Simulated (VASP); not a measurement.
Band structure of GaSb (zinc blende). Computed with PW91 GGA, VASP's PBE PAW potentials (set 64) (plane waves; VASP 6.6.1).

Unless said otherwise, spin-orbit coupling is left out, though it shifts the bands of the heavy elements here.

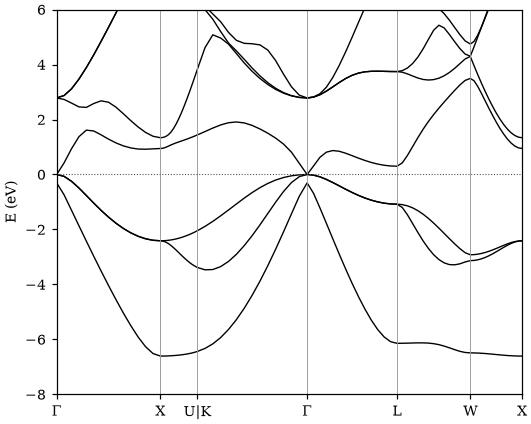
*Bands along high-symmetry lines, zero at the valence-band maximum or, without a gap, the Fermi level*

Q: Read the plot: is there a gap, and where are the band edges?

A: It has no gap at this level: it comes out as a metal or semimetal. (Edges off the drawn lines would not show.)

The compound is GaSb in the zinc blende structure. It was relaxed first, which changed the volume by +6 %.
